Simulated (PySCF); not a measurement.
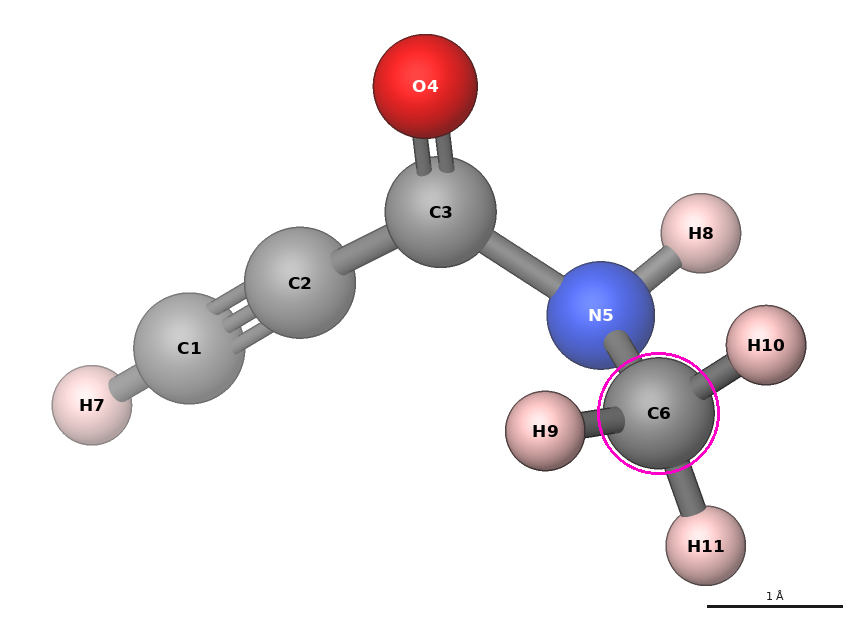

Orthographic view. Atoms fade into the background with distance from the viewer. Geometry: an image of a reaction path computed with GFN2-xTB, not a minimum.

Q: Which atoms are bonded to the circled atom?

A: The circled atom is C6; it is bonded to N5, H9, H10, H11.

Q: Which two atoms are farthest apart in space?

A: H7 and H10, 6.27 Å.

Q: Of C1 and C2, which is nearer the viewer?

A: C2; the bond to C1 points away from the viewer, so it looks shorter than its 1.20 Å.

Q: What is the shortest path along bonds from the circled atom to C2?

A: C6–N5–C3–C2, 3 bonds; through space the two are 3.38 Å apart.
